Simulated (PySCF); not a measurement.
**BrO$_{3}$W (charge −1): density, localisation and related maps**

The calculation's input:

```
mol = gto.M(atom='''
W      0.28421    -0.28421     0.28421
O      1.31128     0.70950     1.31128
O     -0.70950    -1.31128     1.31128
O      1.31128    -1.31128    -0.70950
Br    -1.17961     1.17961    -1.17961''',
    basis={'W': 'def2-SVP', 'O': 'def2-SVP', 'Br': 'def2-SVP'},
    ecp={'W': 'def2-SVP'},
    charge=-1, spin=0)
mf = dft.RKS(mol, xc='TPSS')
mf.grids.atom_grid = (75, 302)  # f atoms: at least (60, 302), unpruned
mf = mf.density_fit()  # W def2-universal-JKFIT, O def2-universal-JKFIT, Br def2-universal-JKFIT
mf.conv_tol = 1e-09; mf.max_cycle = 55
mf.kernel(dm0)
```

Run with:

```sh
OMP_NUM_THREADS=2 python run.py
```

Core potentials replace the inner electrons of W.

All numbers below come from RKS TPSS, W def2-SVP with ECP60, O def2-SVP, Br def2-SVP; non-relativistic Hamiltonian with scalar-relativistic core potentials where named; density fitting (PySCF).

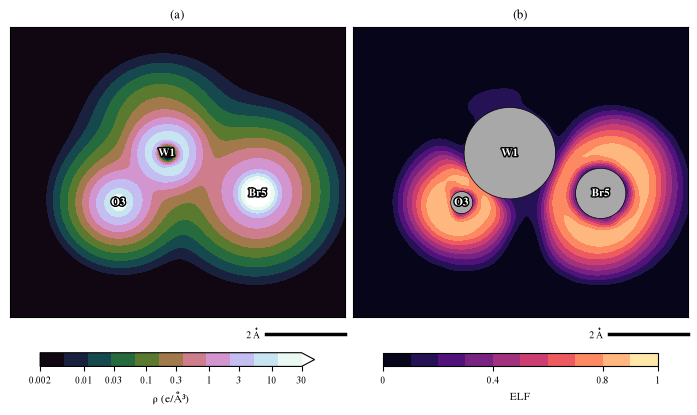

Figure 1. (a) electron density; (b) electron localisation function on the plane of atoms O3, W1 and Br5. Grey discs cover the atomic cores in the ELF map.

Q: Interpret the plot.

A: The plane passes through W, O and Br nuclei.
W–O (1.76 Å): ρ is about 1.6 e/Å³ halfway; the ELF peaks at about 0.80 in the valence shell of O, 0.5 Å from its nucleus, and drops to about 0.35 between the two atoms.
W–Br (2.54 Å): ρ at the midpoint is about 0.49 e/Å³; the ELF peaks at about 0.75 in the valence shell of Br, 1.0 Å from its nucleus, and is about 0.45 at the midpoint.

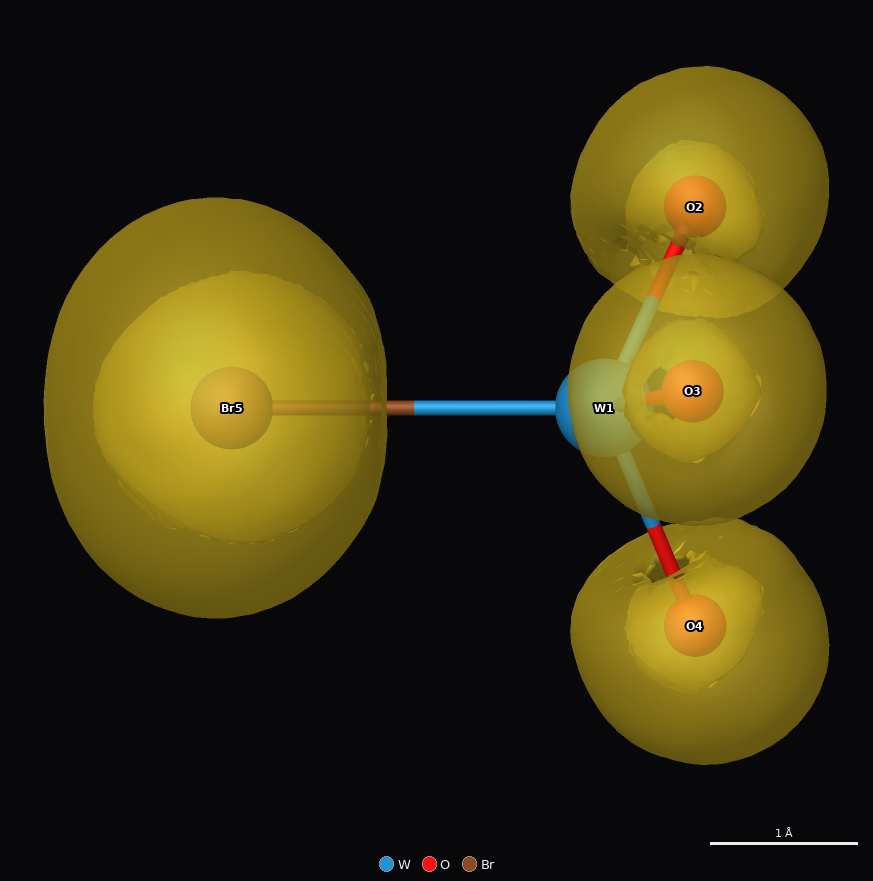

Figure 2. Isosurface of the ELF at 0.75 (yellow), seen across its widest extent. Core shells and regions of very low density are left out.

Q: What do the ELF domains correspond to?

A: The ELF exceeds this value in one region wrapped around Br (its valence shell) and three regions wrapped around O (the valence shell of each).

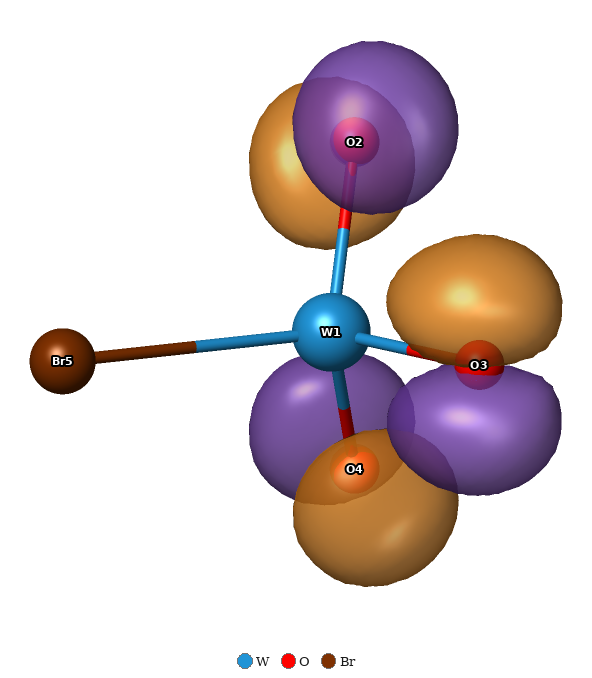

Figure 3. The HOMO at ±0.15 Å⁻³ᐟ² (orange and purple are the two phases), seen at a tilt.

Q: Describe this orbital and give its energy.

A: Its weight (Hirshfeld) is mainly on O2 (about 30 %), O3 (about 30 %) and O4 (about 30 %); largely a combination of lone pairs on O2, O3 and O4. Its energy is −1.85 eV.
